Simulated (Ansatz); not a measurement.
A series of calculations on C2H6N

Part 1: Relaxation

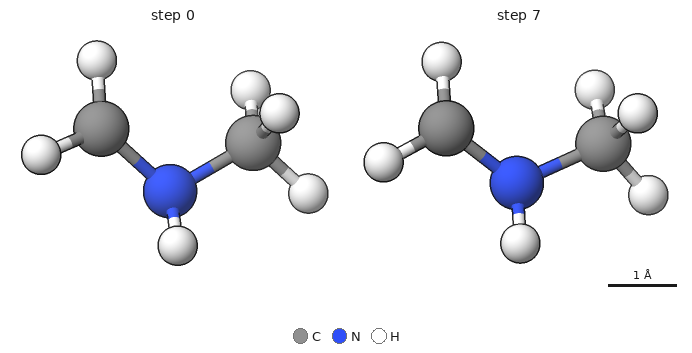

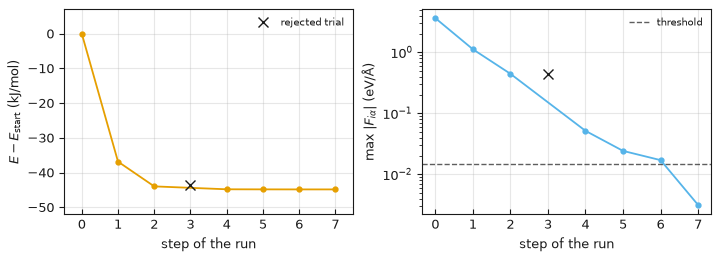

First and last geometry of a relaxation of C$_{2}$H$_{6}$N (multiplicity 2), with the history of the run. A ball-and-stick model, seen at a tilt.

The run prepares an end point of a later path (torsion) calculation, from a guessed geometry.

Method: UKS PBE0/def2-SVP in Ansatz 0.2.0.

Input
```yaml
crystal:
  periodic: [false, false, false]
  atoms:
    - { symbol: C, position_ang: [-0.5959, 0.6176, -0.9924] }
    - { symbol: "N", position_ang: [-0.3394, 0.4618, 0.4171] }
    - { symbol: C, position_ang: [0.41, -0.7423, 0.6264] }
    - { symbol: H, position_ang: [-0.7435, -0.1694, -1.6719] }
    - { symbol: H, position_ang: [-0.7839, 1.6577, -1.4156] }
    - { symbol: H, position_ang: [0.1244, 1.2892, 0.8355] }
    - { symbol: H, position_ang: [-0.0655, -1.6328, 0.2984] }
    - { symbol: H, position_ang: [1.4531, -0.6765, 0.1309] }
    - { symbol: H, position_ang: [0.6291, -0.8516, 1.7545] }
magnetization:
  spin_polarized: true
  initial_magnetization: 1
basis:
  gaussian: { orbitals: def2-SVP }
hamiltonian:
  xc: pbe0
relax:
  f_tol: 0.015
  max_steps: 40
```

Command:
```bash
ansatz run input.yaml --threads 1 --pin off --max-ram 2048MiB --backend cpu --events-out ev --progress --plain --runs-dir out
```

**Read the history and describe the run.**

It converged. Over 6 accepted moves (7 points after the start) the energy falls by 44.9 kJ/mol. Largest force component: 3.6 eV/Å at the start, 0.0031 eV/Å at the end. The line search rejected the trial step at point 3 of the run. The atom that moves furthest after the best rigid fit is H5 (0.22 Å). Largest moves by element: H 0.22 Å, N 0.20 Å, C 0.14 Å. Among the contacts that change: C1–N2 1.441 → 1.381 Å, C3–H9 1.154 → 1.100 Å, C3–H8 1.157 → 1.109 Å, C1–H5 1.139 → 1.092 Å. Bond angles that change, for instance: C1–N2–C3 109.1° → 119.9°, N2–C1–H4 125.2° → 116.4°, N2–C3–H7 115.2° → 109.6°. The run took of the order of 23 core-seconds on a shared host.

```csv
step,"E − E(0), kJ/mol","largest force component, eV/Å",note
0,0.00,3.6284,
1,-36.85,1.1205,
2,-43.98,0.4440,
3,-43.66,0.4385,rejected
4,-44.82,0.0516,
5,-44.84,0.0242,
6,-44.85,0.0171,
7,-44.85,0.0031,
```

Part 2: Relaxation

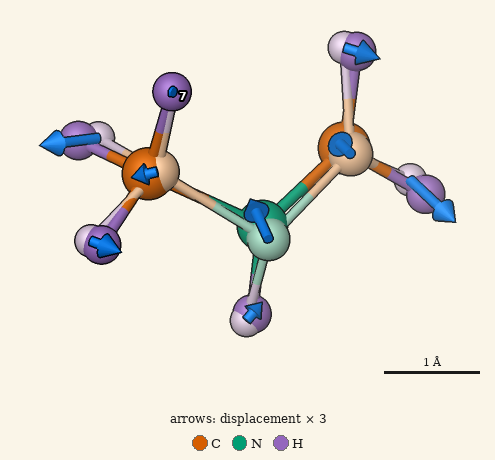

A relaxation of C2H6N (multiplicity 2). The starting structure is drawn faded, the final one solid; blue arrows show the displacements, magnified 3 times. The two geometries are superimposed by the best rigid fit.

A ball-and-stick model, seen at a tilt.

The run prepares an end point of a later path (torsion) calculation, from a guessed geometry.

All numbers below come from UKS PBE0/def2-SVP in Ansatz. (collinear spin; force threshold 0.015 eV/Å; at most 40 steps)

What did the optimiser do to the structure, and how much energy did it gain?

Answer. The energy falls by 11.1 kcal/mol in 5 geometry steps. Largest force component: 3 eV/Å at the start, 0.014 eV/Å at the end. The atom that moves furthest after the best rigid fit is an H atom (0.28 Å). Largest moves by element: H 0.28 Å, N 0.24 Å, C 0.18 Å. Among the contacts that change: C–N 1.441 → 1.381 Å, C–H 1.154 → 1.100 Å, C–H 1.139 → 1.094 Å, C–H 1.050 → 1.092 Å. Among the angles between lasting bonds that change: C–N–C 109.1° → 120.0°, N–C–H 125.2° → 116.6°, N–C–H 115.2° → 109.6°. The run took roughly 18 core-seconds on a shared host.

Part 3: Path

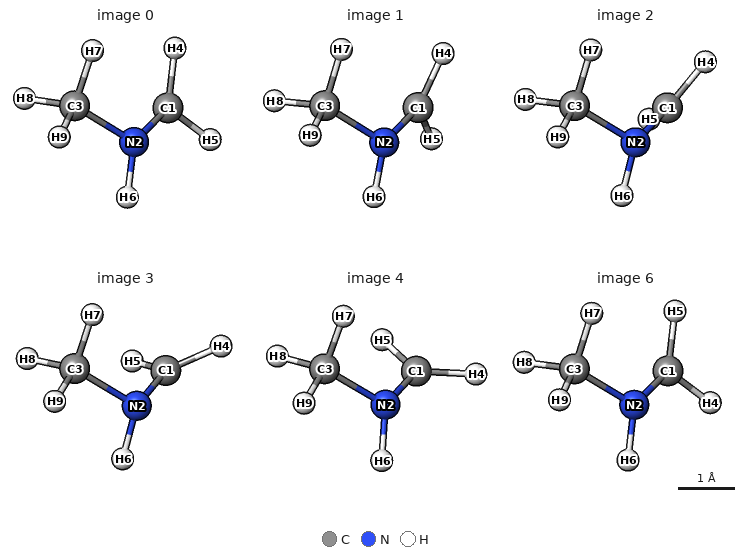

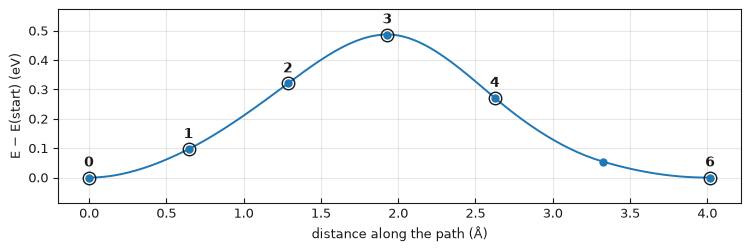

NEB run on C2H6N (multiplicity 2). Images are numbered from 0 (start) to 6 (end). Style: ball-and-stick. Shown from a free direction.

Method: UKS PBE0/def2-SVP (Ansatz). Run with 5 movable images; climbing image; force threshold 0.05 eV/Å; iteration limit 60; starting path through a guess of the saddle point.

Describe the mechanism and the energy profile.

The motion is a rotation about the C1–N2 bond. No bond forms or breaks between the ends. Among the angles between lasting bonds that change up to the highest image: N2–C1–H5 116.6° → 121.7°, C1–N2–C3 119.9° → 115.1°. The two ends have the same energy, and the highest point, image 3, lies 0.49 eV above the start. The band converged in 7 iterations. The largest component of the band force went from 29 to 0.045 eV/Å. The climbing image converged on the top of the path. Its vibrational analysis gives one imaginary mode (496i cm⁻¹), as a transition state must have.
